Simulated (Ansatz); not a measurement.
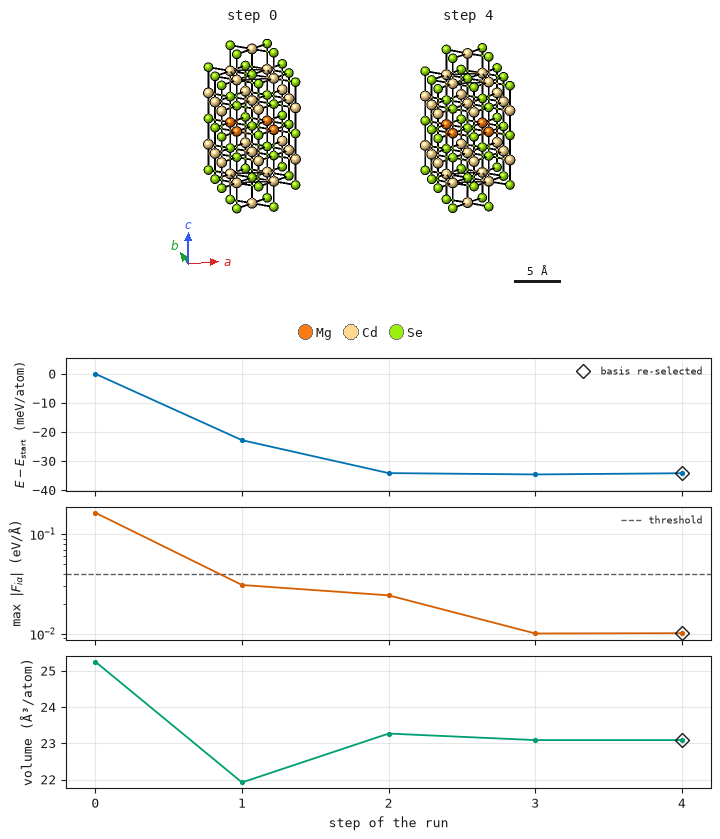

First and last geometry of a relaxation of solid MgCd3Se4 (a generated structure, set up in P4/mmm) (coarse preliminary run), with the history of the run. A ball-and-stick model of the cell of the calculation, seen slightly off an axis.

Computed with DFT PBE, scalar-relativistic, plane waves, PAW in Ansatz 0.2.0. Settings: plane-wave cutoff 420 eV; k-point mesh 4 × 4 × 2; occupations gaussian; smearing width 0.1 eV; no spin polarisation; cell and atoms relaxed; force threshold 0.04 eV/Å; at most 70 steps.

Question: What do the curves and the structures tell?

Answer: It converged. After 3 accepted moves (4 points after the start) the energy has fallen by 34.2 meV per atom. Largest force component: 0.16 eV/Å at the start, 0.01 eV/Å at the end. The pressure goes from −4.35 to −0.05 GPa. At 1 point the geometry stayed and the basis and grid were re-selected for the new cell (energy shift of 0.4 meV per atom at most each time). The largest moves relative to the cell, 0.056 Å, are those of Se atoms. By element the largest moves are Se 0.056 Å, Cd 0.013 Å. Mg stays in place. Cell: a = b 4.149 → 4.039 Å (−2.7 %), c 11.735 → 11.325 Å (−3.5 %). Volume −8.6 %. Near-neighbour distances that change, for instance: Mg–Se 2.934 → 2.775 Å, Cd–Se 2.934 → 2.818 Å, Cd–Se 2.934 → 2.844 Å, Mg–Se 2.934 → 2.856 Å. The space group stays P4/mmm (No. 123). Cost: 54 s on 1 thread of Arm Neoverse V2, with other jobs on the host, peak memory 0.52 GiB.

Limits of the set-up: the k-point mesh is coarse for a cell with partly filled bands.
